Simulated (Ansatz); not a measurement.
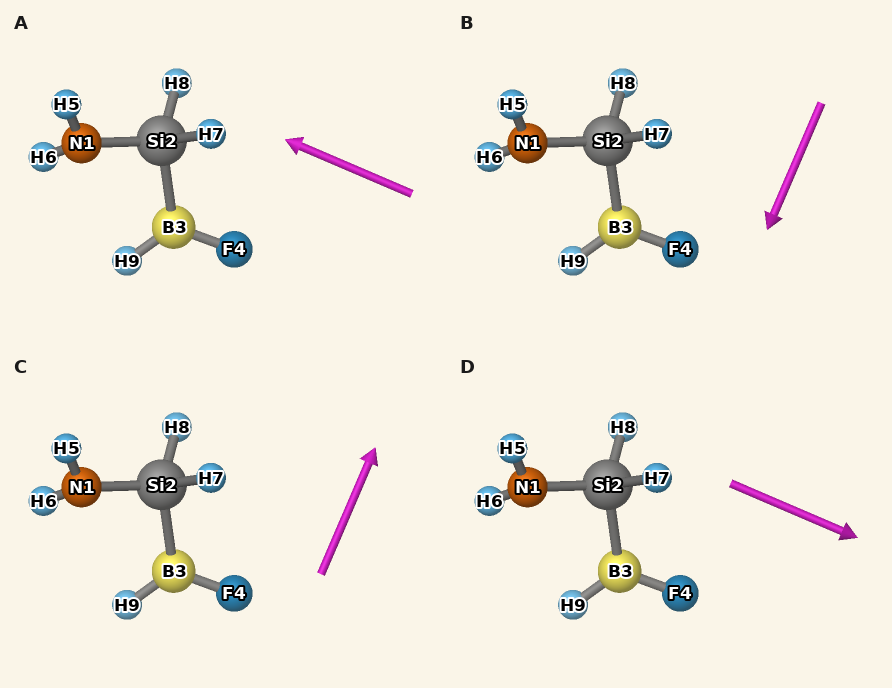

The same molecule four times, each with an arrow. The geometry was computed by an optimisation with PBE-D4/def2-SVP. No frequency run is at hand to confirm it as a minimum. Method: RKS PBE-D4/def2-SVP (Ansatz 0.2.0).

Question: Which arrow points along the dipole moment, from the negative to the positive end?

Answer: A. The dipole moment is 1.74 D; it points from the side of F4 to the side of H5, H6 (the outermost atoms at the two ends).
